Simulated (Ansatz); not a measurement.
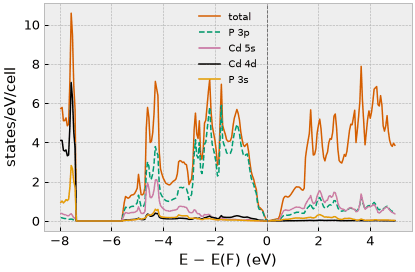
*Total and projected density of states of KCd4P3 in space group R-3m (No. 166; Pearson symbol hR8), PBEsol (plane waves, PAW; program Ansatz)*

Q: Which orbitals carry the states next to the Fermi level?

A: Within 0.5 eV of the Fermi level: P 3p 83 %, Cd 4d 5 %, outside the projected shells 5 %. Projections are on Löwdin-orthogonalised atomic valence shells; empty p or d shells of many metals are not among them.

Q: Where is the tallest occupied peak in this window, and what makes it?

A: Near -7.5 eV, about 11 states/eV per cell; the largest projected share is Cd 4d.

The workflow started from an entry of the Crystallography Open Database (COD, 200 K). Its standing as an ambient phase is unchecked. Symmetry was held in the PBEsol relaxation; whether a distortion lowers the energy is not shown. Scalar-relativistic: spin–orbit coupling is off unless named, which matters more the heavier the elements.

Potentials: the later of the program's two PAW sets.
